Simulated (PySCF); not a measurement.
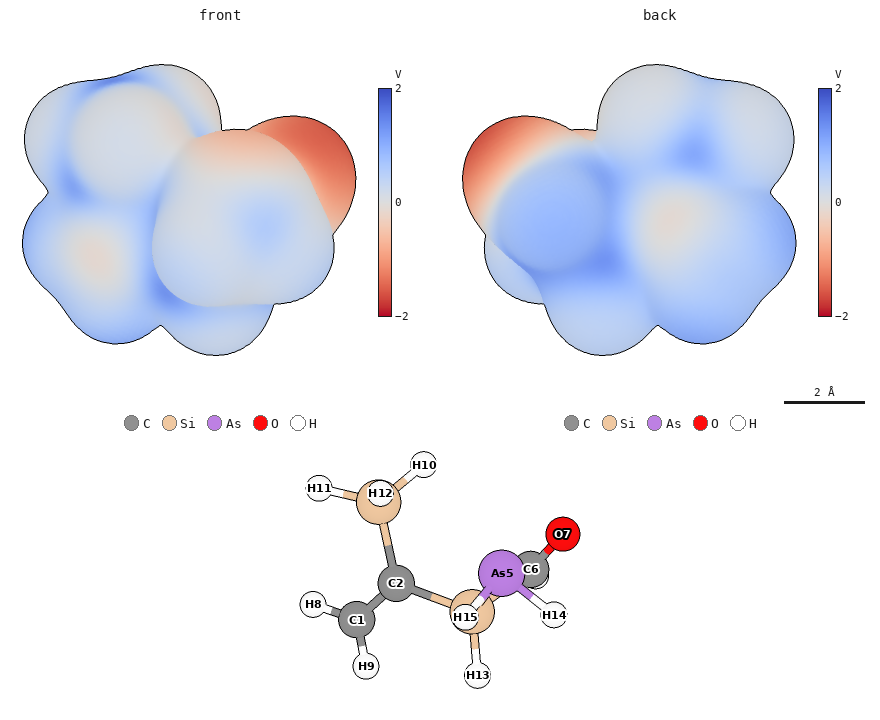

C3H9AsOSi2. The electrostatic potential painted on the density surface at 0.002 e/bohr³, seen from the front and from behind; the colour scale runs from red (negative) to blue (positive). The bare structure is drawn below in the same view.

Geometry: GFN2-xTB.

Method: CAM-B3LYP/def2-SVPD, SCF density, gas phase in PySCF 2.14.0.

```xyz
16

C    -1.2161   -1.1202    1.6514
C    -0.7854   -0.4667    0.5770
Si   -1.9540    0.0322   -0.8292
Si    1.0299    0.0685    0.4178
As    1.2643    2.1969   -0.4779
C     1.7479   -0.8665   -1.1059
O     2.0439   -0.2262   -2.0863
H    -2.2481   -1.4183    1.7678
H    -0.5625   -1.3906    2.4678
H    -1.4477   -0.5270   -2.0865
H    -3.2929   -0.4886   -0.5434
H    -1.9816    1.5020   -0.9000
H     1.7745   -0.4325    1.5950
H     2.7295    2.2193   -0.1749
H     0.9980    2.8918    0.8319
H     1.8926   -1.9650   -1.1161
```

Q: Where is the surface potential most negative and most positive?

A: The most negative region (about −1.5 V) lies over O7, the most positive (about +1.2 V) over Si3 and Si4. O7 is the likeliest acceptor of a hydrogen bond.

Q: How polar is the molecule by this calculation?

A: Its dipole moment is 2.99 D.
